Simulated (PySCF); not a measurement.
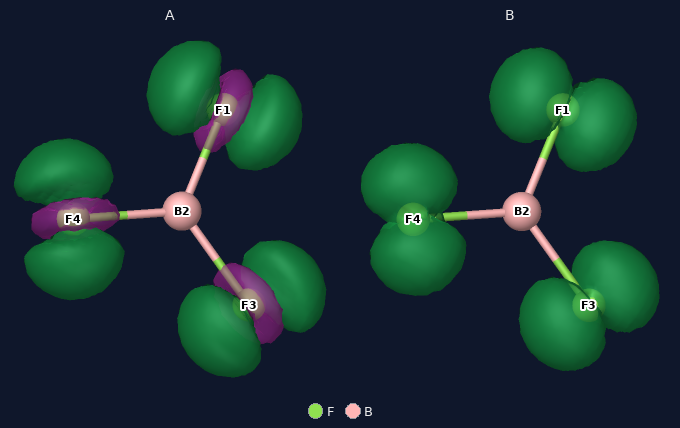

*BF$_{3}$, SMILES `FB(F)F`. The Fukui function f⁻ from two separate SCF calculations and the density of the HOMO, at ±0.06 e/Å³ (green positive, purple negative).*

Method: B3LYP/def2-SVPD; geometry: GFN2-xTB; program: PySCF. No frequency check shows the geometry to be a minimum.

Input script:

```python
import numpy as np
from pyscf import gto, scf, dft
from pyscf.scf import atom_ks, atom_hf
from scipy.linalg import block_diag

def solve(mol, dm0=None, hcore=None):
    mf = (dft.UKS if mol.spin else dft.RKS)(mol, xc='b3lyp')
    mf.grids.level = 3
    mf = mf.density_fit(auxbasis='def2-universal-jkfit')
    mf.conv_tol, mf.max_cycle = 1e-8, 80
    if hcore is not None:
        mf.get_hcore = lambda *args: hcore
    mf.kernel(dm0)
    if not mf.converged:
        mf = mf.newton().run(mf.mo_coeff, mf.mo_occ, max_cycle=30)
    assert mf.converged, 'SCF not converged'
    return mf

mol = gto.M(atom='''
F     -1.29971    -0.04218     0.00000
B      0.00002     0.00000     0.00000
F      0.61332     1.14667     0.00000
F      0.68638    -1.10449     0.00000
''', basis='def2-svpd', charge=0, spin=0, verbose=4)
mf = solve(mol)
out = dict(e0=mf.e_tot, dm0=mf.make_rdm1(), c=mf.mo_coeff, occ=mf.mo_occ, eps=mf.mo_energy)
for name, dq, spin in [('cation', 1, 1)]:
    ion = mol.copy().set(charge=mol.charge + dq, spin=spin).build()
    mi = solve(ion)
    if spin and dq > 0 and mol.nao < 130:
        c, _, stable, _ = mi.stability(return_status=True)
        if not stable:
            mi = solve(ion, mi.make_rdm1(c, mi.mo_occ))
    print(name, 'vertical energy change / eV', (mi.e_tot - mf.e_tot) * 27.211386)
    out.update({'e_' + name: mi.e_tot, 'dm_' + name: mi.make_rdm1(), 's2_' + name: mi.spin_square()[0], 'eps_' + name: mi.mo_energy, 'occ_' + name: mi.mo_occ})
# spherically averaged free atoms, for the promolecule
atm = atom_ks.get_atm_nrks(mol, xc='b3lyp')
pro = block_diag(*[(atm[a[0]][2] * atm[a[0]][3]) @ atm[a[0]][2].T for a in mol._atom])
np.savez('result.npz', pro=pro, **out)
```

Command:

```sh
OMP_NUM_THREADS=1 python input.py
```

The run took 38 s on 1 thread of AMD EPYC 7R43 64-Core Processor (Zen 3), with other jobs on the host, peak memory 0.4 GiB.

Partitions, critical points and surface values were worked out afterwards from this run's density.

> Which panel is which, and how good is the frozen-orbital picture?

A is f⁻ (it has negative regions), B the HOMO density. The HOMO lies on F1, F3 and F4 (32 % each) and B2 (5 %); f⁻ (Hirshfeld-condensed) is largest on F1, F3 and F4 (0.28 each) and B2 (0.16); the vertical ionisation energy is 15.36 eV. Relaxation shifts 11 % of the electron between atoms. The orbital energy is −12.05 eV.
